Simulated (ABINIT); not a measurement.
# TlSnH3 (Pm-3m): zone-centre phonons

Aim: the zone-centre modes of TlSnH3 (Pm-3m).

Program: ABINIT 10.8.3. Level of theory: DFT LDA, scalar-relativistic, plane waves, HGH norm-conserving pseudopotentials. Results are calculated unless marked as measured.

The structure was built from a prototype and need not be the compound's stable phase.

**1. Set-up**

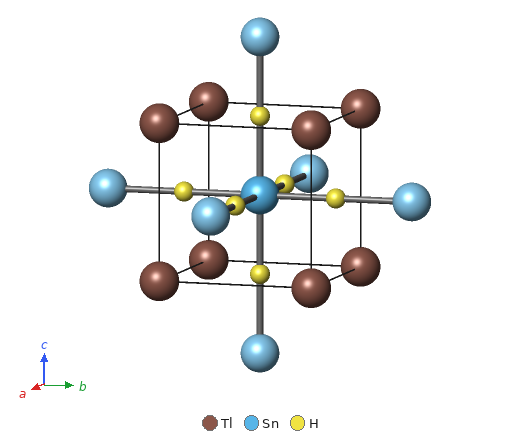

Start, viewed slightly off an axis; thallium brown, tin blue, hydrogen yellow. Some periodic images of atoms are drawn too.

**2. A first look**

A first run with smearing and empty bands tells whether the crystal has a gap, which decides between fixed occupations and smearing later on.

Input file probe.abi:

```
# ground state
tolvrs 1.0d-08
prtden 1
prtwf 1

# basis, mesh and filling
ecut 35.0
ixc 7
ngkpt 4 4 4
nshiftk 1
shiftk 0.0 0.0 0.0
istwfk *1
occopt 7
tsmear 0.005
nband 11
nstep 100
diemac 9.0
prtebands 0
prtgsr 0

# cell and atoms
acell 3*1.0 Angstrom
rprim 
    4.802 0.0 0.0
    0.0 4.802 0.0
    0.0 0.0 4.802
ntypat 3
znucl 81 50 1
natom 5
typat 1 2 3 3 3
xred 
    0.0 0.0 0.0
    0.5 0.5 0.5
    0.5 0.5 0.0
    0.5 0.0 0.5
    0.0 0.5 0.5
pp_dirpath "./pseudo"
pseudos "Tl.hgh, Sn.hgh, H.hgh"
```

Started as:

```console
OMP_NUM_THREADS=1 mpirun -n 2 abinit probe.abi > probe.log
```

Numbers of over 12 decimals in the logs are rounded to 6 here.

probe.abo, the main output file:

```text
[banners, grids, parts of the stress and lines that vanish by symmetry left out]
- input  file    -> probe.abi
- output file    -> probe.abo
- root for input  files -> probei
[...]
Symmetries : space group Pm -3 m (#221); Bravais cP (primitive cubic)
[...]
mpw =        7441          nfft =      125000          nkpt =          10
[...]
== DATASET  1 ==================================================================
[...]
cutoff_energies: {ecut:  35.0, pawecutdg:  -1.0, }
[...]
Exchange-correlation functional for the present dataset will be:
  LDA: Perdew-Wang 92 LSD fit to Ceperley-Alder data - ixc=7
[...]
ETOT  1  -7.307781    -7.308E+00 1.332E-02 1.987E+02
 ETOT  2  -7.327958    -2.018E-02 1.311E-03 7.796E+00
 ETOT  3  -7.328382    -4.237E-04 5.980E-05 1.539E-01
 ETOT  4  -7.328400    -1.802E-05 8.426E-05 4.297E-03
 ETOT  5  -7.328401    -9.889E-07 7.974E-05 2.089E-04
 ETOT  6  -7.328401    -1.511E-08 1.280E-04 8.688E-06
 ETOT  7  -7.328401    -7.102E-10 9.532E-05 5.274E-08
 ETOT  8  -7.328401    -2.957E-12 1.096E-04 4.385E-10
 At SCF step    8       vres2   =  4.38E-10 < tolvrs=  1.00E-08 =>converged.
[...]
sigma(1 1)=  2.53686618E-04  sigma(3 2)=  0.00000000E+00
  sigma(2 2)=  2.53686618E-04  sigma(3 1)=  0.00000000E+00
  sigma(3 3)=  2.53686618E-04  sigma(2 1)=  0.00000000E+00
[...]
convergence: {deltae: -2.957E-12, res2:  4.385E-10, residm:  1.096E-04, diffor: null, }
etotal    :  -7.32840085E+00
[...]
sigma(1 1)=  2.53686618E-04  sigma(3 2)=  0.00000000E+00
  sigma(2 2)=  2.53686618E-04  sigma(3 1)=  0.00000000E+00
  sigma(3 3)=  2.53686618E-04  sigma(2 1)=  0.00000000E+00
[...]
- sigma(1 1)=  7.46371798E+00  sigma(3 2)=  0.00000000E+00
- sigma(2 2)=  7.46371798E+00  sigma(3 1)=  0.00000000E+00
- sigma(3 3)=  7.46371798E+00  sigma(2 1)=  0.00000000E+00
[...]
fcart     -0.0000000000E+00 -0.0000000000E+00 -0.0000000000E+00
           strten      2.5368661789E-04  2.5368661789E-04  2.5368661789E-04
================================================================================

[key lines of the parts left out:]
pressure_GPa:  -7.4637E+00
```

Wall time 10 s (2 MPI ranks of Arm Neoverse V1, shared host).

Read from the output:

```
volume per atom   : 22.15 Å³
pressure          : -7.464 GPa
gap on the k-mesh : 0 eV
```

No gap opens on this mesh, so smearing is kept; the printed pressure holds the stress of the finite basis too.

**3. Rough relaxation**

The typed start is rough, so a first relaxation with smearing and loose thresholds takes it towards rest cheaply.

Input file prerelax.abi:

```
# relaxation
ionmov 2
optcell 2
dilatmx 1.15
chkdilatmx 0
ntime 40
tolmxf 3.0d-04
tolvrs 1.0d-10
prtwf 0
prtden 0
chksymtnons 0

# basis, mesh and filling
ecut 35.0
ecutsm 3.0
ixc 7
ngkpt 4 4 4
nshiftk 1
shiftk 0.0 0.0 0.0
istwfk *1
occopt 7
tsmear 0.005
nband 11
nstep 100
diemac 1000000.0
prtebands 0
prtgsr 0

# cell and atoms
acell 3*1.0 Angstrom
rprim 
    4.802 0.0 0.0
    0.0 4.802 0.0
    0.0 0.0 4.802
ntypat 3
znucl 81 50 1
natom 5
typat 1 2 3 3 3
xred 
    0.0 0.0 0.0
    0.5 0.5 0.5
    0.5 0.5 0.0
    0.5 0.0 0.5
    0.0 0.5 0.5
pp_dirpath "./pseudo"
pseudos "Tl.hgh, Sn.hgh, H.hgh"
```

Started as:

```console
OMP_NUM_THREADS=1 mpirun -n 2 abinit prerelax.abi > prerelax.log
```

prerelax.abo, the main output file:

```text
[banners, grids, parts of the stress and lines that vanish by symmetry left out]
- input  file    -> prerelax.abi
- output file    -> prerelax.abo
- root for input  files -> prerelaxi
[...]
Symmetries : space group Pm -3 m (#221); Bravais cP (primitive cubic)
[...]
mpw =       11296          nfft =      216000          nkpt =          10
[...]
== DATASET  1 ==================================================================
[...]
cutoff_energies: {ecut:  35.0, pawecutdg:  -1.0, }
[...]
Exchange-correlation functional for the present dataset will be:
  LDA: Perdew-Wang 92 LSD fit to Ceperley-Alder data - ixc=7
[...]
ETOT  1  -7.308527    -7.309E+00 1.648E-02 3.505E+02
 ETOT  2  -7.326794    -1.827E-02 7.106E-04 3.417E+01
 ETOT  3  -7.327981    -1.187E-03 7.502E-05 5.513E-01
 ETOT  4  -7.328014    -3.295E-05 1.008E-04 1.428E-02
 ETOT  5  -7.328015    -1.050E-06 7.038E-05 4.086E-04
[...]
ETOT  6  -7.378939    -1.696E-13 6.359E-15 6.831E-11
 At SCF step    6       vres2   =  6.83E-11 < tolvrs=  1.00E-10 =>converged.
[...]
sigma(1 1)=  1.98560345E-07  sigma(3 2)=  0.00000000E+00
  sigma(2 2)=  1.98560345E-07  sigma(3 1)=  0.00000000E+00
  sigma(3 3)=  1.98560345E-07  sigma(2 1)=  0.00000000E+00
[...]
convergence: {deltae: -1.696E-13, res2:  6.831E-11, residm:  6.359E-15, diffor: null, }
etotal    :  -7.37893854E+00
[...]
At Broyd/MD step   8, gradients are converged :
[...]
sigma(1 1)=  1.98560345E-07  sigma(3 2)=  0.00000000E+00
  sigma(2 2)=  1.98560345E-07  sigma(3 1)=  0.00000000E+00
  sigma(3 3)=  1.98560345E-07  sigma(2 1)=  0.00000000E+00
[...]
- sigma(1 1)=  5.84184704E-03  sigma(3 2)=  0.00000000E+00
- sigma(2 2)=  5.84184704E-03  sigma(3 1)=  0.00000000E+00
- sigma(3 3)=  5.84184704E-03  sigma(2 1)=  0.00000000E+00
[...]
fcart     -0.0000000000E+00 -0.0000000000E+00 -0.0000000000E+00
           strten      1.9856034520E-07  1.9856034520E-07  1.9856034520E-07
================================================================================

[key lines of the parts left out:]
pressure_GPa:  -5.8418E-03
Total energy (etotal) [Ha]= -7.37893854139729E+00
```

The job ended after 2 min (2 MPI ranks; 3.9 min of CPU time).

Relaxation path:

| step | energy less that of the first step (eV) | largest force (eV/Å) | volume (Å³) |
| --- | --- | --- | --- |
| 1 | 0.0000 | 0.0000 | 110.73 |
| 2 | -0.1086 | 0.0000 | 108.30 |
| 3 | -0.8294 | 0.0000 | 55.12 |
| 4 | -1.2081 | 0.0000 | 79.73 |
| 5 | -1.3654 | 0.0000 | 71.80 |
| 6 | -1.3813 | 0.0000 | 67.18 |
| 7 | -1.3856 | 0.0000 | 68.75 |
| 8 | -1.3857 | 0.0000 | 68.57 |

| cell as run | before | after | change |
| --- | --- | --- | --- |
| a (Å) | 4.802 | 4.093 | -14.8 % |
| b (Å) | 4.802 | 4.093 | -14.8 % |
| c (Å) | 4.802 | 4.093 | -14.8 % |
| volume (Å³/atom) | 22.15 | 13.71 | -38.1 % |

The relaxed structure:

```
Tl Sn H
1.0
     4.09294    0.00000    0.00000
     0.00000    4.09294    0.00000
     0.00000    0.00000    4.09294
Tl Sn H
1 1 3
Direct
  0.00000 0.00000 0.00000
  0.50000 0.50000 0.50000
  0.50000 0.50000 0.00000
  0.50000 0.00000 0.50000
  0.00000 0.50000 0.50000
```

Read from the output:

* volume per atom: 13.71 Å³
* pressure: -0.005842 GPa

The volume changes by -38.1 % in this run and stands -38.1 % from the first cell.

**4. Rough relaxation**

The cell changed much, so the rough relaxation is repeated on a basis made for the new cell.

Changes to prerelax.abi since step 3:

```diff
@@ -31,5 +31,5 @@
 rprim 
-    4.802 0.0 0.0
-    0.0 4.802 0.0
-    0.0 0.0 4.802
+    4.092939038 0.0 0.0
+    0.0 4.092939038 0.0
+    0.0 0.0 4.092939038
 ntypat 3
```

prerelax.abo, the main output file:

```text
[banners, grids, parts of the stress and lines that vanish by symmetry left out]
- input  file    -> prerelax.abi
- output file    -> prerelax.abo
- root for input  files -> prerelaxi
[...]
Symmetries : space group Pm -3 m (#221); Bravais cP (primitive cubic)
[...]
mpw =        6984          nfft =      110592          nkpt =          10
[...]
== DATASET  1 ==================================================================
[...]
cutoff_energies: {ecut:  35.0, pawecutdg:  -1.0, }
[...]
Exchange-correlation functional for the present dataset will be:
  LDA: Perdew-Wang 92 LSD fit to Ceperley-Alder data - ixc=7
[...]
ETOT  1  -7.347444    -7.347E+00 2.850E-02 3.001E+02
 ETOT  2  -7.378796    -3.135E-02 5.613E-05 2.998E+00
 ETOT  3  -7.378927    -1.309E-04 5.035E-06 1.918E-01
 ETOT  4  -7.378938    -1.150E-05 1.647E-06 4.682E-03
 ETOT  5  -7.378939    -3.047E-07 5.815E-08 1.478E-04
 ETOT  6  -7.378939    -8.805E-09 1.115E-08 6.529E-07
 ETOT  7  -7.378939    -4.692E-11 4.310E-10 5.940E-08
 ETOT  8  -7.378939    -4.376E-12 1.438E-10 2.640E-09
 ETOT  9  -7.378939    -6.430E-13 5.518E-12 1.971E-11
 At SCF step    9       vres2   =  1.97E-11 < tolvrs=  1.00E-10 =>converged.
[...]
sigma(1 1)=  1.98742968E-07  sigma(3 2)=  0.00000000E+00
  sigma(2 2)=  1.98742968E-07  sigma(3 1)=  0.00000000E+00
  sigma(3 3)=  1.98742968E-07  sigma(2 1)=  0.00000000E+00
[...]
convergence: {deltae: -6.430E-13, res2:  1.971E-11, residm:  5.518E-12, diffor: null, }
etotal    :  -7.37893854E+00
[...]
At Broyd/MD step   1, gradients are converged :
[...]
sigma(1 1)=  1.98742968E-07  sigma(3 2)=  0.00000000E+00
  sigma(2 2)=  1.98742968E-07  sigma(3 1)=  0.00000000E+00
  sigma(3 3)=  1.98742968E-07  sigma(2 1)=  0.00000000E+00
[...]
- sigma(1 1)=  5.84721998E-03  sigma(3 2)=  0.00000000E+00
- sigma(2 2)=  5.84721998E-03  sigma(3 1)=  0.00000000E+00
- sigma(3 3)=  5.84721998E-03  sigma(2 1)=  0.00000000E+00
[...]
fcart     -0.0000000000E+00 -0.0000000000E+00 -0.0000000000E+00
           strten      1.9874296763E-07  1.9874296763E-07  1.9874296763E-07
================================================================================

[key lines of the parts left out:]
pressure_GPa:  -5.8472E-03
Total energy (etotal) [Ha]= -7.37893854148123E+00
```

Run time: 8.9 s. Hardware: 2 MPI ranks.

Little changed from the start: no atom moved by 0.005 Å and no cell edge by 0.1 %.

Read from the output:

```
pressure : -0.005847 GPa
```

The volume changes by +0.0 % in this run and stands -38.1 % from the first cell.

**5. Relaxing the cell and atoms**

The harmonic expansion needs vanishing forces, and a free crystal bears no stress, so cell and atoms are brought to rest. Stress is more sensitive to the basis than forces are: the last 3 Ha under the cutoff are smoothed with ecutsm, and the cutoff is raised above that of the later runs.

Input file relax.abi:

```
# relaxation
ionmov 2
optcell 2
dilatmx 1.08
ntime 40
tolmxf 1.0d-05
tolvrs 1.0d-14
prtwf 0
prtden 0
chksymtnons 0

# basis, mesh and filling
ecut 43.0
ecutsm 3.0
ixc 7
ngkpt 6 6 6
nshiftk 1
shiftk 0.0 0.0 0.0
istwfk *1
occopt 6
tsmear 0.01
nband 11
nstep 100
diemac 1000000.0
prtebands 0
prtgsr 0

# cell and atoms
acell 3*1.0 Angstrom
rprim 
    4.092939041 0.0 0.0
    0.0 4.092939041 0.0
    0.0 0.0 4.092939041
ntypat 3
znucl 81 50 1
natom 5
typat 1 2 3 3 3
xred 
    0.0 0.0 0.0
    0.5 0.5 0.5
    0.5 0.5 0.0
    0.5 0.0 0.5
    0.0 0.5 0.5
pp_dirpath "./pseudo"
pseudos "Tl.hgh, Sn.hgh, H.hgh"
```

Started as:

```console
OMP_NUM_THREADS=1 mpirun -n 2 abinit relax.abi > relax.log
```

relax.abo, the main output file:

```text
[banners, grids, parts of the stress and lines that vanish by symmetry left out]
- input  file    -> relax.abi
- output file    -> relax.abo
- root for input  files -> relaxi
[...]
Symmetries : space group Pm -3 m (#221); Bravais cP (primitive cubic)
[...]
mpw =        7881          nfft =      125000          nkpt =          20
[...]
== DATASET  1 ==================================================================
[...]
cutoff_energies: {ecut:  43.0, pawecutdg:  -1.0, }
[...]
Exchange-correlation functional for the present dataset will be:
  LDA: Perdew-Wang 92 LSD fit to Ceperley-Alder data - ixc=7
[...]
ETOT  1  -7.363039    -7.363E+00 2.714E-02 2.982E+02
 ETOT  2  -7.387201    -2.416E-02 2.422E-03 9.001E+00
 ETOT  3  -7.387634    -4.328E-04 3.515E-03 2.078E-01
 ETOT  4  -7.387649    -1.514E-05 9.863E-05 5.364E-03
 ETOT  5  -7.387650    -3.474E-07 5.137E-05 4.376E-05
[...]
At SCF step   10       vres2   =  2.21E-15 < tolvrs=  1.00E-14 =>converged.
[...]
sigma(1 1)=  6.73395441E-06  sigma(3 2)=  0.00000000E+00
  sigma(2 2)=  6.73395441E-06  sigma(3 1)=  0.00000000E+00
  sigma(3 3)=  6.73395441E-06  sigma(2 1)=  0.00000000E+00
[...]
convergence: {deltae:  2.842E-14, res2:  2.213E-15, residm:  1.490E-06, diffor: null, }
etotal    :  -7.38764955E+00
[...]
ETOT  1  -7.387651    -7.388E+00 4.122E-06 1.633E-03
[...]
At SCF step    7       vres2   =  9.00E-15 < tolvrs=  1.00E-14 =>converged.
[...]
sigma(1 1)=  5.84951415E-06  sigma(3 2)=  0.00000000E+00
  sigma(2 2)=  5.84951415E-06  sigma(3 1)=  0.00000000E+00
  sigma(3 3)=  5.84951415E-06  sigma(2 1)=  0.00000000E+00
[...]
convergence: {deltae:  2.087E-13, res2:  8.996E-15, residm:  6.656E-07, diffor: null, }
etotal    :  -7.38765131E+00
[...]
ETOT  1  -7.387650    -7.388E+00 2.911E-03 7.059E-02
[...]
ETOT  7  -7.387657    -3.118E-13 4.381E-07 3.539E-13
 ETOT  8  -7.387657    -3.286E-14 1.875E-07 2.413E-15
 At SCF step    8       vres2   =  2.41E-15 < tolvrs=  1.00E-14 =>converged.
[...]
sigma(1 1)= -3.66129161E-08  sigma(3 2)=  0.00000000E+00
  sigma(2 2)= -3.66129161E-08  sigma(3 1)=  0.00000000E+00
  sigma(3 3)= -3.66129161E-08  sigma(2 1)=  0.00000000E+00
[...]
convergence: {deltae: -3.286E-14, res2:  2.413E-15, residm:  1.875E-07, diffor: null, }
etotal    :  -7.38765669E+00
[...]
At Broyd/MD step   3, gradients are converged :
[...]
sigma(1 1)= -3.66129161E-08  sigma(3 2)=  0.00000000E+00
  sigma(2 2)= -3.66129161E-08  sigma(3 1)=  0.00000000E+00
  sigma(3 3)= -3.66129161E-08  sigma(2 1)=  0.00000000E+00
[...]
- sigma(1 1)= -1.07718918E-03  sigma(3 2)=  0.00000000E+00
- sigma(2 2)= -1.07718918E-03  sigma(3 1)=  0.00000000E+00
- sigma(3 3)= -1.07718918E-03  sigma(2 1)=  0.00000000E+00
[...]
fcart     -0.0000000000E+00 -0.0000000000E+00 -0.0000000000E+00
           strten     -3.6612916110E-08 -3.6612916109E-08 -3.6612916109E-08
================================================================================

[key lines of the parts left out:]
pressure_GPa:   1.0772E-03
Total energy (etotal) [Ha]= -7.38765668779469E+00
```

The job ended after 59 s (2 MPI ranks; 2 min of CPU time).

The steps of the relaxation:

| step | energy less that of the first step (eV) | largest force (eV/Å) | volume (Å³) |
| --- | --- | --- | --- |
| 1 | 0.0000 | 0.0000 | 68.57 |
| 2 | 0.0000 | 0.0000 | 68.52 |
| 3 | -0.0002 | 0.0000 | 68.25 |

| conventional cell, symmetrised | before | after | change |
| --- | --- | --- | --- |
| a (Å) | 4.093 | 4.087 | -0.2 % |
| b (Å) | 4.093 | 4.087 | -0.2 % |
| c (Å) | 4.093 | 4.087 | -0.2 % |
| volume (Å³/atom) | 13.71 | 13.65 | -0.5 % |

Final coordinates:

```xyz
5
Lattice="4.0867 0.0000 0.0000 0.0000 4.0867 0.0000 0.0000 0.0000 4.0867" Properties=species:S:1:pos:R:3 pbc="T T T"
Tl    0.0000    0.0000    0.0000
Sn    2.0433    2.0433    2.0433
H     2.0433    2.0433    0.0000
H     2.0433    0.0000    2.0433
H     0.0000    2.0433    2.0433
```

Read from the output:

* volume per atom: 13.65 Å³
* pressure: 0.001077 GPa

The volume changes by -0.5 % in this run and stands -38.4 % from the first cell.

**6. Ground state**

First-order wavefunctions inherit every error of the ground state, hence the very tight tolvrs. Smearing stays on, as the first look found no gap above 0.3 eV.

Input file gs.abi:

```
# ground state
tolvrs 1.0d-16
prtden 1
prtwf 1

# basis, mesh and filling
ecut 35.0
ixc 7
ngkpt 6 6 6
nshiftk 1
shiftk 0.0 0.0 0.0
istwfk *1
occopt 6
tsmear 0.01
nband 11
nstep 100
diemac 1000000.0
prtebands 0
prtgsr 0

# cell and atoms
acell 3*1.0 Angstrom
rprim 
    4.086668699 0.0 0.0
    0.0 4.086668699 0.0
    0.0 0.0 4.086668699
ntypat 3
znucl 81 50 1
natom 5
typat 1 2 3 3 3
xred 
    0.0 0.0 0.0
    0.5 0.5 0.5
    0.5 0.5 0.0
    0.5 0.0 0.5
    0.0 0.5 0.5
pp_dirpath "./pseudo"
pseudos "Tl.hgh, Sn.hgh, H.hgh"
```

Started as:

```console
OMP_NUM_THREADS=1 mpirun -n 2 abinit gs.abi > gs.log
```

gs.abo, the main output file:

```text
[banners, grids, parts of the stress and lines that vanish by symmetry left out]
- input  file    -> gs.abi
- output file    -> gs.abo
- root for input  files -> gsi
[...]
Symmetries : space group Pm -3 m (#221); Bravais cP (primitive cubic)
[...]
mpw =        4632          nfft =       91125          nkpt =          20
[...]
== DATASET  1 ==================================================================
[...]
cutoff_energies: {ecut:  35.0, pawecutdg:  -1.0, }
[...]
Exchange-correlation functional for the present dataset will be:
  LDA: Perdew-Wang 92 LSD fit to Ceperley-Alder data - ixc=7
[...]
ETOT  1  -7.361432    -7.361E+00 2.083E-02 2.266E+02
 ETOT  2  -7.385821    -2.439E-02 1.067E-03 5.529E+00
 ETOT  3  -7.386165    -3.442E-04 8.398E-04 1.672E-01
 ETOT  4  -7.386180    -1.479E-05 5.753E-04 3.205E-03
 ETOT  5  -7.386180    -3.340E-07 3.335E-04 3.204E-05
[...]
ETOT 10  -7.386180     3.482E-13 2.264E-06 1.146E-15
 ETOT 11  -7.386180    -4.707E-14 1.065E-06 2.084E-17
 At SCF step   11       vres2   =  2.08E-17 < tolvrs=  1.00E-16 =>converged.
[...]
sigma(1 1)=  1.37626716E-05  sigma(3 2)=  0.00000000E+00
  sigma(2 2)=  1.37626716E-05  sigma(3 1)=  0.00000000E+00
  sigma(3 3)=  1.37626716E-05  sigma(2 1)=  0.00000000E+00
[...]
convergence: {deltae: -4.707E-14, res2:  2.084E-17, residm:  1.065E-06, diffor: null, }
etotal    :  -7.38617998E+00
[...]
sigma(1 1)=  1.37626716E-05  sigma(3 2)=  0.00000000E+00
  sigma(2 2)=  1.37626716E-05  sigma(3 1)=  0.00000000E+00
  sigma(3 3)=  1.37626716E-05  sigma(2 1)=  0.00000000E+00
[...]
- sigma(1 1)=  4.04911778E-01  sigma(3 2)=  0.00000000E+00
- sigma(2 2)=  4.04911778E-01  sigma(3 1)=  0.00000000E+00
- sigma(3 3)=  4.04911778E-01  sigma(2 1)=  0.00000000E+00
[...]
fcart     -0.0000000000E+00 -0.0000000000E+00 -0.0000000000E+00
           strten      1.3762671613E-05  1.3762671613E-05  1.3762671613E-05
================================================================================

[key lines of the parts left out:]
pressure_GPa:  -4.0491E-01
```

It took 18 s on 2 MPI ranks.

Numbers from this step:

```
pressure : -0.4049 GPa
```

The cell stands at -0.40 GPa: the relaxation ran with a smoothed and higher cutoff, and the difference is a stress of the finite basis.

(Part 1 of 3 ends here.)

[Host names and launcher messages were left out of these logs when they were recorded.]

[Logs are printed without paths, hosts, clocks, repeated set-up lines and the standing remarks that a program may print on its own settings, such as how far it seeks lower states.]

[Hosts, paths, dates, database ids (printed as entryN), source tags and the programs' standing remarks are cut or masked in the printed files.]
